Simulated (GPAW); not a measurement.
# C2HCl2O− (SMILES [O-]C=C(Cl)Cl) at revPBE/real-space grid (scalar-relativistic datasets)

Wanted: ionisation energies of C2HCl2O−. 

Program for the calculation: GPAW 26.7.0.

4 further runs of the same task are left out: 2 that didn't finish, 2 set aside as unsound or not needed. Runs told in other sessions of the task aren't counted.

## (1) The molecule

C2HCl2O−: 6 atoms, total charge -1, spin state singlet. SMILES: `[O-]C=C(Cl)Cl`. Geometry: relaxed at GFN2-xTB.

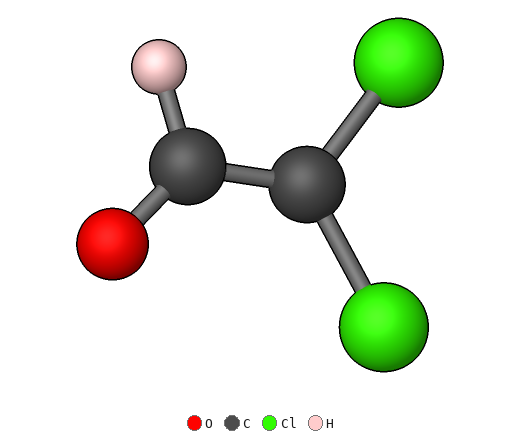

The structure, seen from a chosen angle (oxygen red, carbon dark grey, chlorine green, hydrogen pink).

## (2) Ionisation energies at revPBE/real-space grid (scalar-relativistic datasets)

File run.py:

```python
import numpy as np
from ase import Atoms
from ase.units import Bohr
from gpaw import GPAW

positions_bohr = np.array(
              [[  0.173534,  -2.602058,   2.371115],
               [  0.399091,  -0.477572,   1.377421],
               [ -0.305153,   0.277903,  -0.972944],
               [ -1.732425,  -1.672899,  -3.210097],
               [  0.184097,   3.367454,  -2.035367],
               [  1.280875,   1.107172,   2.469872]])
molecule = Atoms('OCCClClH', positions=positions_bohr * Bohr)
molecule.center(vacuum=5.5)

energies = {}
for name, charge, unpaired in [('start', -1, 0), ('oxidised', 0, 1)]:
    molecule.set_initial_magnetic_moments([unpaired / len(molecule)] * len(molecule))
    dft = GPAW(mode='fd',
               xc='revPBE',
               symmetry='off',
               maxiter=100,
               charge=charge,
               occupations={'name': 'fermi-dirac', 'width': 0.0, 'fixmagmom': unpaired > 0},
               h=0.25,
               txt=f'{name}.txt')
    molecule.calc = dft
    energies[name] = molecule.get_potential_energy()
    print(f'{name:10} {energies[name]:12.5f} eV')

ip = energies['oxidised'] - energies['start']
print(f'Vertical IP             {ip:.3f} eV')
```

Command:

```bash
$ python run.py > run.log
```

The program printed:

```text
start         -32.51632 eV
oxidised      -30.25028 eV
Vertical IP             2.266 eV
```

start.txt, cut to the lines that bear on the results:

```text
[...]
|iter     |     time |      energy | eigst |  dens |
[...]
|iter:   1| 00:00:02 |  -33.727455 | +0.83 |       |
[...]
|iter:  17| 00:00:17 |  -32.516324c| -7.48c| -6.13c|
Converged in 17 steps
[...]
Energy contributions relative to reference atoms: (reference = -29228.707490)
Energy contributions:
  Kinetic:          42.073821
  Coulomb:         -40.451786
  Zero:              2.744478
  External:          0.000000
  Xc:              -36.882837
  Entropy:           0.000000
  Spinorbit:         0.000000
  ----------------------------
  Free energy:     -32.516324
  Extrapolated:    -32.516324
dipole moment: (-6.257704, -6.406745, -7.132611)  # |e|*Ang
Fermi level: 1.677
Eigenvalues  # (at kpt = [0.000, 0.000, 0.000])
| band index |      eig [eV] | occ [0-2] |
|------------|---------------|-----------|
|          0 |       -19.567 |     2.000 |
|        ... |               |           |
|          7 |        -4.906 |     2.000 |
|          8 |        -4.480 |     2.000 |
|          9 |        -3.405 |     2.000 |
[... 10 lines of this table left out ...]
|         20 |         3.727 |     0.000 |
Gap: 2.069 eV
Transition (v -> c):
[...]
timing:  # [seconds]
  Total: 16.748  # ━━━━━━━━━━━━━━━━━━━━━━━━━━━━━━━━━━━━━━━━━━━━━━━━━━━━━━━━━━
  Init:   1.131  # ━━━━
  SCF:   15.597  # ━━━━━━━━━━━━━━━━━━━━━━━━━━━━━━━━━━━━━━━━━━━━━━━━━━━━━━
Max RSS: 550.402  # MiB
```

oxidised.txt, cut to the lines that bear on the results:

```text
[...]
Converged in 16 steps
[...]
dipole moment: (0.021540, 0.441476, -0.272115)  # |e|*Ang
Total magnetic moment: (0.000000, 0.000000, 1.000000)
Local magnetic moments
|        x |        y |         z |
|----------|----------|-----------|
| 0.000000 | 0.000000 |  0.187577 |  # O    0
| 0.000000 | 0.000000 | -0.008581 |  # C    1
| 0.000000 | 0.000000 |  0.189583 |  # C    2
| 0.000000 | 0.000000 |  0.043927 |  # Cl   3
| 0.000000 | 0.000000 |  0.048323 |  # Cl   4
| 0.000000 | 0.000000 | -0.001097 |  # H    5
Fermi levels: -3.630, -5.733
Eigenvalues  # (at kpt = [0.000, 0.000, 0.000])
| band index |      eig [eV] | occ [0-1] |      eig [eV] | occ [0-1] |
|------------|---------------|-----------|---------------|-----------|
|          0 |       -26.346 |     1.000 |       -26.011 |     1.000 |
|        ... |               |           |               |           |
|          7 |       -11.424 |     1.000 |       -10.792 |     1.000 |
|          8 |       -10.735 |     1.000 |       -10.589 |     1.000 |
|          9 |        -9.637 |     1.000 |        -9.134 |     1.000 |
[... 10 lines of this table left out ...]
|         20 |         0.466 |     0.000 |         0.508 |     0.000 |
Gap: 3.160 eV
Transition (v -> c):
[...]
timing:  # [seconds]
  Total: 29.416  # ━━━━━━━━━━━━━━━━━━━━━━━━━━━━━━━━━━━━━━━━━━━━━━━━━━━━━━━━━━
  Init:   1.244  # ━━╸
  SCF:   28.147  # ━━━━━━━━━━━━━━━━━━━━━━━━━━━━━━━━━━━━━━━━━━━━━━━━━━━━━━━╸
Max RSS: 631.609  # MiB
```

Run time: 47 s. Hardware: 1 thread of Arm Neoverse V2, shared host; peak memory 0.62 GiB.

## (3) Summary of results

At revPBE/real-space grid (scalar-relativistic datasets):

| quantity | value |
| --- | --- |
| first ionisation energy | 2.27 eV |
